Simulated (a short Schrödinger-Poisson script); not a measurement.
Structure: MOS inversion layer, Al2O3 on p-type Si(100), at 300 K.

```tsv
layer	material	thickness (nm)	Na (cm⁻³)
1	Al2O3	6.3	-
2	Si	980	1.9e17
```

Constants are typed, rounded textbook-type inputs, not results; the design itself was drawn at random and stands for no fabricated device. Al2O3: permittivity 9, conduction-band edge (eV) 2.7, gap (eV) 6.8, electron mass (mₑ) 0.3. Si: permittivity 11.7, conduction-band edge (eV) 0, gap (eV) 1.124, Nv at 300 K (cm⁻³) 3.1e19.

Channel valleys (confinement mass, in-plane density-of-states mass, number): Δ2 0.916, 0.19, 2; Δ4 0.19, 0.417, 4. At the gate the conduction-band edge of layer 1 lies 3.29 eV − eVg above the Fermi level of the channel; the field vanishes at the back. Gaps are held at their typed values at every temperature. Mesh 0.03 nm at interfaces.

Solved with a short Schrödinger-Poisson script written for these runs: 1D Poisson equation in equilibrium, electrons quantum, Hartree (BenDaniel-Duke, 12 states a valley, the channel's in-plane mass for all, wave functions free to enter the dielectric), parabolic valleys, classical holes, full ionisation, no traps, pinning or gate leakage.

Only gate voltages with over 1e8 electrons/cm² are shown.

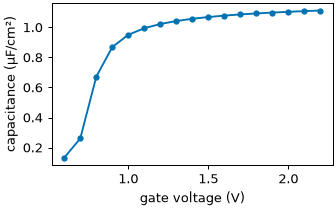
Quasi-static capacitance against gate voltage

```
Vg (V)  electrons (cm⁻²)  C (μF/cm²)  Δ2 E0 (meV)  Δ2 E1 (meV)  Δ4 E0 (meV)  Δ4 E1 (meV)
------  ----------------  ----------  -----------  -----------  -----------  -----------
0.6               1.41e9       0.133        228.4        274.2        265.0        340.9
0.8              2.84e11       0.672         88.7        139.2        128.9        210.7
1                1.32e12       0.950         44.7        102.6         90.7        177.6
1.2              2.55e12        1.02         23.4         88.4         75.0        166.1
1.4              3.85e12        1.06          8.8         80.3         65.4        160.0
1.6              5.18e12        1.08         -2.8         74.8         58.4        156.2
1.8              6.53e12        1.09        -12.7         70.7         52.8        153.5
2                7.90e12        1.10        -21.5         67.4         48.1        151.5
2.2              9.29e12        1.11        -29.5         64.7         43.9        149.9
```

Subbands count from the Fermi level.
